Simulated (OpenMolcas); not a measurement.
**BNH4: single-point calculation**

System: BNH4, multiplicity 3.
Method: CASPT2/STO-3G (OpenMolcas 26.06).

The geometry is that of the parent species in another charge or spin state. The geometry comes from this level: PBE0-D4/def2-TZVP.

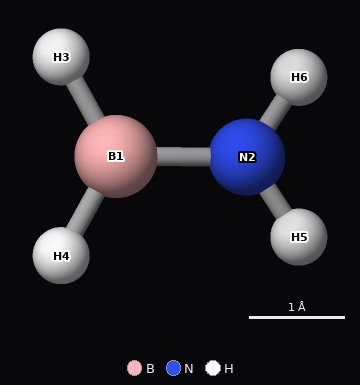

*The input geometry (ball-and-stick view, seen at a tilt; atoms are numbered from 1 in the order of the input).*

Bond lengths as drawn: B–H 1.20 Å, B–N 1.38 Å and H–N 1.01 Å.

### Results in brief

```json
{"quantity": "outcome", "value": "converged"}
{"quantity": "total energy", "value": "−80.278325 hartree"}
{"quantity": "CASSCF energy", "value": "−80.210361 hartree"}
{"quantity": "basis functions", "value": "14"}
{"quantity": "hardware", "value": "1 thread of Intel Xeon (Sapphire Rapids), 64 GiB of memory available, shared host"}
{"quantity": "wall time", "value": "1.8 s"}
{"quantity": "peak memory", "value": "0.37 GiB"}
```

### Input
```
>>> EXPORT MOLCAS_PRINT=2
&GATEWAY
BasLib = $CurrDir
Coord = mol.xyz
Basis = STO-3G
Group = NoSym
&SEWARD
&RASSCF
FileOrb = $CurrDir/step2.RasOrb
Spin = 3
Nactel = 2 0 0
Inactive = 7
Ras2 = 2
OrbListing = Nothing
OrbAppear = Compact
&CASPT2
Imaginary = 0.1
Frozen = 2
```

### File mol.xyz
```
6

B     -0.128200    -0.679600    -0.025600
N      0.146100     0.677400     0.010800
H      0.225800    -1.368000     0.887500
H     -0.712000    -1.128700    -0.969200
H     -0.121600     1.313700    -0.720800
H      0.632000     1.121400     0.771300
```

Launch command:
```bash
export MOLCAS_MEM=1860
pymolcas step3.inp > step3.log
```

### What the program printed
```
--- Start Module: gateway ---

                                              &GATEWAY

                       available to each process: 1.9 GB of memory, 1 thread

 Basis Set     1 Label: B.STO-3G
 Basis set is read from library:.
 basistype.tbl is not found

 Basis Set     2 Label: N.STO-3G
 Basis set is read from library:.
 basistype.tbl is not found

 Basis Set     3 Label: H.STO-3G
 Basis set is read from library:.
 basistype.tbl is not found

++    Symmetry information:
      ---------------------

                    Character Table for C1

                             E
                    a        1  x, y, xy, Rz, z, xz, Ry, yz, Rx, I
--

++    Basis set information:
      ----------------------

      Basis set label: B.STO-3G.........

      Electronic valence basis set:
      ------------------
      Associated Effective Charge   5.000000 au
      Associated Actual Charge      5.000000 au
      Nuclear Model: Point charge

      Shell  nPrim  nBasis  Cartesian Spherical Contaminant
         s       6       2        X
         p       3       1        X

      Basis set label: N.STO-3G.........

      Electronic valence basis set:
      ------------------
      Associated Effective Charge   7.000000 au
      Associated Actual Charge      7.000000 au
      Nuclear Model: Point charge

      Shell  nPrim  nBasis  Cartesian Spherical Contaminant
         s       6       2        X
         p       3       1        X

      Basis set label: H.STO-3G.........

      Electronic valence basis set:
      ------------------
      Associated Effective Charge   1.000000 au
      Associated Actual Charge      1.000000 au
      Nuclear Model: Point charge

      Shell  nPrim  nBasis  Cartesian Spherical Contaminant
         s       3       1        X
--

++    Molecular structure info:
      -------------------------

                    ************************************************
                    **** Cartesian Coordinates / bohr, angstrom ****
                    ************************************************

     Center  Label                x              y              z                     x              y              z
        1      B1              -0.242263      -1.284258      -0.048377             -0.128200      -0.679600      -0.025600
        2      N2               0.276089       1.280100       0.020409              0.146100       0.677400       0.010800
        3      H3               0.426700      -2.585145       1.677132              0.225800      -1.368000       0.887500
        4      H4              -1.345485      -2.132934      -1.831523             -0.712000      -1.128700      -0.969200
        5      H5              -0.229791       2.482533      -1.362115             -0.121600       1.313700      -0.720800
        6      H6               1.194307       2.119139       1.457546              0.632000       1.121400       0.771300

                    ***************************************
                    *    InterNuclear Distances / bohr    *
                    ***************************************

               1 B1            2 N2            3 H3            4 H4            5 H5            6 H6
    1 B1       0.000000
    2 N2       2.617127        0.000000
    3 H3       2.262123        4.208033        0.000000
    4 H4       2.262069        4.208082        3.956740        0.000000
    5 H5       3.989333        1.900824        5.945533        4.771546        0.000000
    6 H6       3.989316        1.900650        4.771554        5.945472        3.179716        0.000000

                    *******************************************
                    *    InterNuclear Distances / angstrom    *
                    *******************************************

               1 B1            2 N2            3 H3            4 H4            5 H5            6 H6
    1 B1       0.000000
    2 N2       1.384924        0.000000
    3 H3       1.197064        2.226795        0.000000
    4 H4       1.197036        2.226821        2.093817        0.000000
    5 H5       2.111064        1.005873        3.146241        2.524994        0.000000
    6 H6       2.111055        1.005781        2.524998        3.146208        1.682633        0.000000

                    **************************************
                    *    Valence Bond Angles / degree    *
                    **************************************
                          Atom centers                 Phi
                      2 N2       1 B1       3 H3       119.00
                      2 N2       1 B1       4 H4       119.01
                      3 H3       1 B1       4 H4       121.99
                      1 B1       2 N2       5 H5       123.23
                      1 B1       2 N2       6 H6       123.24
                      5 H5       2 N2       6 H6       113.53

           ***************************************************************
           *              Valence Dihedral Angles / degree               *
           ***************************************************************
                    Atom centers                       Phi1     Phi2     Theta
           3 H3       1 B1       2 N2       5 H5        119.00   123.23   180.00
           3 H3       1 B1       2 N2       6 H6        119.00   123.24    -0.01
           4 H4       1 B1       2 N2       5 H5        119.01   123.23     0.01
           4 H4       1 B1       2 N2       6 H6        119.01   123.24   180.00
--

            Nuclear Potential Energy             32.31609304 au

--- Stop Module: gateway /rc=_RC_ALL_IS_WELL_ ---

--- Start Module: seward ---

                                              &SEWARD

                       available to each process: 1.9 GB of memory, 1 thread

               SEWARD will generate:
                  Multipole Moment integrals up to order  2
                  Kinetic Energy integrals
                  Nuclear Attraction integrals (point charge)
                  One-Electron Hamiltonian integrals
                  Velocity integrals
                  Orbital angular momentum around (  0.0429   0.1263  -0.0105 )
                  Velocity quadrupole around (  0.0429   0.1263  -0.0105 )
                  Two-Electron Repulsion integrals

                   Integrals are discarded if absolute value <: 1.00E-14
                   Integral cutoff threshold is set to       <: 1.00E-16

            Nuclear Potential Energy             32.31609304 au

      Basis set specifications :
      Symmetry species         a
      Basis functions           14

--- Stop Module: seward /rc=_RC_ALL_IS_WELL_ ---

--- Start Module: rasscf ---

                                              &RASSCF

                       available to each process: 1.9 GB of memory, 1 thread

      Header of the ONEINT file:
      --------------------------

      OrdInt status: non-squared

      Cartesian coordinates in angstrom:
      -----------------------------------------------------
      No.  Label        X            Y            Z
      -----------------------------------------------------
       1   B1        -0.12820000  -0.67960000  -0.02560000
       2   N2         0.14610000   0.67740000   0.01080000
       3   H3         0.22580000  -1.36800000   0.88750000
       4   H4        -0.71200000  -1.12870000  -0.96920000
       5   H5        -0.12160000   1.31370000  -0.72080000
       6   H6         0.63200000   1.12140000   0.77130000
      -----------------------------------------------------
      Nuclear repulsion energy =   32.31609304

++    Wave function specifications:
      -----------------------------

      Number of closed shell electrons          14
      Number of electrons in active shells       2
      Max number of holes in RAS1 space          0
      Max nr of electrons in RAS3 space          0
      Number of inactive orbitals                7
      Number of active orbitals                  2
      Number of secondary orbitals               5
      Spin quantum number                      1.0
      State symmetry                             1
--

++    Orbital specifications:
      -----------------------

      Symmetry species                           1
                                                 a
      Frozen orbitals                            0
      Inactive orbitals                          7
      Active orbitals                            2
      RAS1 orbitals                              0
      RAS2 orbitals                              2
      RAS3 orbitals                              0
      Secondary orbitals                         5
      Deleted orbitals                           0
      Number of basis functions                 14
--

++    CI expansion specifications:
      ----------------------------

      Number of CSFs                             1
      Number of determinants                     1
      Number of root(s) required                 1
      Root chosen for geometry opt.              1
      CI root used                               1

      highest root included in the CI            1
      max. size of the explicit Hamiltonian      1
--

++    Optimization specifications:
      ----------------------------

      RASSCF algorithm: Conventional
      Maximum number of macro iterations       200
      Maximum number of SX iterations          100
      Threshold for RASSCF energy            1.000E-08
      Threshold for max MO rotation          1.000E-01
      Threshold for max BLB element          1.000E-04
      Level shift parameter                  5.000E-01
      Make Quasi-Newton update
--

      The MO-coefficients are taken from the file:
      step2.RasOrb
      Title: RASSCF average (pseudo-natural) orbitals

      Total molecular charge    0.00

      ************************************************************************************************************************
      *                                            Wave function control section                                             *
      ************************************************************************************************************************

                                         RASSCF iterations: Energy and convergence statistics
                                         ----------------------------------------------------

          iter iter root      energy       change     param      element    value   shift minimum  type update hh:mm:ss
 Nr of preliminary CI iterations:   1
        1   1    2    1   -80.21036108    0.00E+00   2.77E-07    3  10 1 -1.09E-06   0.43   0.00    SX    NO    0:00:00
        2   1    2    1   -80.21036108   -2.05E-12   1.28E-07    4  11 1  4.15E-07   0.43   0.00    SX    NO    0:00:00
        3   1    2    1   -80.21036108   -1.14E-13   6.22E-08    5  10 1  2.05E-07   0.43   0.00    SX    NO    0:00:00
        4   1    2    1   -80.21036108   -2.27E-13  -3.25E-08    5  10 1  1.07E-07   0.43   0.00    SX    NO    0:00:00
      Convergence after  4 iterations
        5   1    2    1   -80.21036108   -2.84E-14  -3.25E-08    5  10 1  5.58E-08   0.43   0.00    SX    NO    0:00:00

      ************************************************************************************************************************
                                                      Wave function printout:
                       occupation of active orbitals, and spin coupling of open shells (u,d: Spin up or down)
      ************************************************************************************************************************

      Note: transformation to natural orbitals
      has been made, which may change the order of the CSFs.

      printout of CI-coefficients larger than  0.05 for root  1
      energy=     -80.210361
      conf/sym  11     Coeff  Weight
             1  uu   1.00000 1.00000

      Natural orbitals and occupation numbers for root  1
      sym 1:   1.000000   1.000000

      ************************************************************************************************************************
      *                                                    Final results                                                     *
      ************************************************************************************************************************

++    Final optimization conditions:
      ------------------------------

      Average CI energy                             -80.21036108
      RASSCF energy for state  1                    -80.21036108
      Super-CI energy                                -0.00000000
      RASSCF energy change                           -0.00000000
      Max change in MO coefficients              -3.490E-08
      Max non-diagonal density matrix element    -3.253E-08
      Maximum BLB matrix element                  5.582E-08
      (orbital pair   5,  10 in symmetry   1)
      Norm of electronic gradient            9.200E-08
--

      Final state energy(ies):
      ------------------------

::    RASSCF root number  1 Total energy:    -80.21036108
      Von Neumann Entropy (Root   1) =  1.00000

      Mulliken population analysis for root number:  1
      -----------------------------------------------

++    Molecular charges:
      ------------------

      Mulliken charges per centre
      ---------------------------

                B1      N2      H3      H4      H5      H6
      Total    5.0784  7.1887  1.1392  1.1391  0.7273  0.7273

      N-E     -0.0784 -0.1887 -0.1392 -0.1391  0.2727  0.2727

      Total electronic charge=   16.000000

      Total            charge=   -0.000000
--

      Expectation values of various properties for root number:  1
      -----------------------------------------------------------

++    Molecular properties:
      ---------------------

      Charge (e):
                      =   -0.0000
      Dipole Moment (debye):
      Origin of the operator (angstrom)=    0.0227    0.0669   -0.0056
                   X=  1.2033E+00               Y=  5.9544E+00               Z=  1.5954E-01           Total=  6.0769E+00
      Quadrupole Moment (debye*angstrom):
      Origin of the operator (angstrom)=    0.0227    0.0669   -0.0056
                  XX= -1.2950E+01              XY= -7.0713E-02              XZ=  3.2504E-01              YY= -1.3239E+01
                  YZ= -8.6913E-02              ZZ= -1.2463E+01
      In traceless form (debye*angstrom)
                  XX= -9.8457E-02              XY= -1.0607E-01              XZ=  4.8756E-01              YY= -5.3259E-01
                  YZ= -1.3037E-01              ZZ=  6.3105E-01
--

      Mulliken spin population analysis for root number:  1
      ---------------------------------------------------

++    Molecular charges:
      ------------------

      Mulliken spin population per centre
      ---------------------------

                B1      N2      H3      H4      H5      H6
      Total    1.0000  1.0000  0.0000  0.0000  0.0000  0.0000

      Total electronic spin=    2.000000
--

      Average orbitals are written to the RASORB file
      Natural orbitals for root   1 are written to the RASORB.1 file
      Spin density orbitals for root   1 are written to the SPDORB.1 file

--- Stop Module: rasscf /rc=_RC_ALL_IS_WELL_ ---

--- Start Module: caspt2 ---

                                              &CASPT2

                       available to each process: 1.9 GB of memory, 1 thread

 ###############################################################################
 ###    WARNING: User changed nr of frozen orbitals.                         ###
 ###############################################################################

++    Wave function specifications:
      -----------------------------

      Number of closed shell electrons          10
      Number of electrons in active shells       2
      Max number of holes in RAS1 space          0
      Max number of electrons in RAS3 space      0
      Number of inactive orbitals                5
      Number of active orbitals                  2
      Number of secondary orbitals               5
      Spin quantum number                      1.0
      State symmetry                             1
      Number of CSFs                             1
      Number of CASSCF root(s) available         1
      CASPT2 state passed to geometry opt.       1
      A file JOBMIX will be created
      This is a high spin open shell RHF reference function
--

++    Orbital specifications:
      -----------------------

      Symmetry species                           1
                                                 a
      Frozen orbitals                            2
      Inactive orbitals                          5
      Active orbitals                            2
      Secondary orbitals                         5
      Deleted orbitals                           0
      Number of basis functions                 14
--

++    CASPT2 specifications:
      ----------------------

      Type of calculation                        SS-CASPT2
      Fock operator                              state-specific
      IPEA shift                                 0.25
      Real shift                                 0.00
      Imaginary shift                            0.10
      The input orbitals will be transformed to quasi-canonical
--

--------------------------------------------------------------------------------
 Estimated memory requirements:
  POLY3 :                   250042
  RHS:                      250724
  SIGMA :                   250800
  PRPCTL:                        0
 Available workspace:    232491961

++ CASPT2 computation for group   1

********************************************************************************
 Multi-State initialization phase begins for group   1
--------------------------------------------------------------------------------
********************************************************************************
 Compute H0 matrices for state    1
--------------------------------------------------------------------------------
--------------------------------------------------------------------------------
 H0 matrices have been computed.

********************************************************************************
  CASPT2 EQUATION SOLUTION
--------------------------------------------------------------------------------

  Total nr of CASPT2 parameters:
   Before reduction:        1215
   After  reduction:         990

 Variance of |WF0>:       0.1801675283
-----------------------------------------------------------------------------------------------------------------------------

  FINAL CASPT2 RESULT:

      Reference energy:         -80.2103610813
      E2 (Non-variational):      -0.0678523845
      Shift correction:          -0.0001113224
      E2 (Variational):          -0.0679637069
      Total energy:             -80.2783247882
      Residual norm:              0.0000009774
      Reference weight:           0.97400

      Contributions to the CASPT2 correlation energy
      Active & Virtual Only:         -0.0000077548
      One Inactive Excited:          -0.0091928246
      Two Inactive Excited:          -0.0586518051

++ Denominators, etc.
--------------------------------------------------------------------------------------------------------------
 Report on small energy denominators, large coefficients, and large energy contributions.
CASE  SYMM ACTIVE-MIX  NON-ACTIVE INDICES          DENOMINATOR     RHS VALUE       COEFFICIENT     CONTRIBUTION
VJTU     1  Mu1.0001  In1.007                       0.25343571      0.00000000     -0.00000001     -0.00000000
AIVX     1  Mu1.0003  In1.003 Se1.010               2.06395816      0.06063705     -0.02931021     -0.00177728
AIVX     1  Mu1.0003  In1.006 Se1.012               1.59154483      0.04993108     -0.03124935     -0.00156031
BJAIP    1  Se1.010 In1.003 Se1.011 In1.004         3.03759798      0.10473228     -0.03444132     -0.00360712
BJAIP    1  Se1.010 In1.004 Se1.010 In1.004         2.50724469      0.06883290     -0.02741000     -0.00188671
BJAIP    1  Se1.011 In1.004 Se1.011 In1.004         2.64247375      0.11555342     -0.04366672     -0.00504584
BJAIP    1  Se1.010 In1.004 Se1.011 In1.005         2.53980093     -0.08032752      0.03157853     -0.00253663
BJAIP    1  Se1.012 In1.006 Se1.012 In1.006         2.48789557      0.07085144     -0.02843253     -0.00201449
BJAIP    1  Se1.012 In1.006 Se1.014 In1.007         2.54405744     -0.11785030      0.04625230     -0.00545085
BJAIP    1  Se1.012 In1.007 Se1.012 In1.007         2.29148181      0.06530952     -0.02844682     -0.00185785
BJAIP    1  Se1.014 In1.007 Se1.014 In1.007         2.60021932      0.08975705     -0.03446805     -0.00309375
--

   (Skipping property calculation,
    use PROP keyword to activate)
--

  Total CASPT2 energies:
::    CASPT2 Root  1     Total energy:    -80.27832479

  A NEW JOBIPH FILE NAMED 'JOBMIX' IS PREPARED.
********************************************************************************
--- Stop Module: caspt2 /rc=_RC_ALL_IS_WELL_ ---

.##################.
.# Happy landing! #.
.##################.

    Timing: Wall=1.59 User=1.12 System=0.33
```
